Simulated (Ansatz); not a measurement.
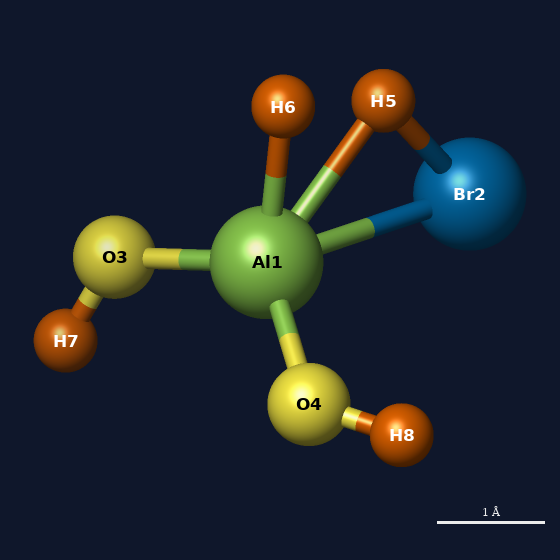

Source: calculation with Ansatz.

Numbered structure. Geometry: start.

**Describe the coordination of atom 3.**

O3 has 2 neighbours (Al1 at 1.70, H7 at 0.96 Å); the arrangement is bent.

**What is the geometry at O4?**

O4 has 2 neighbours (Al1 at 1.70, H8 at 0.96 Å); the arrangement is bent.

**Which bond is the longest?**

Al1–Br2, 2.430 Å.

**What is the dihedral angle O3–Al1–H5–Br2?**

94° in size, that is about perpendicular.
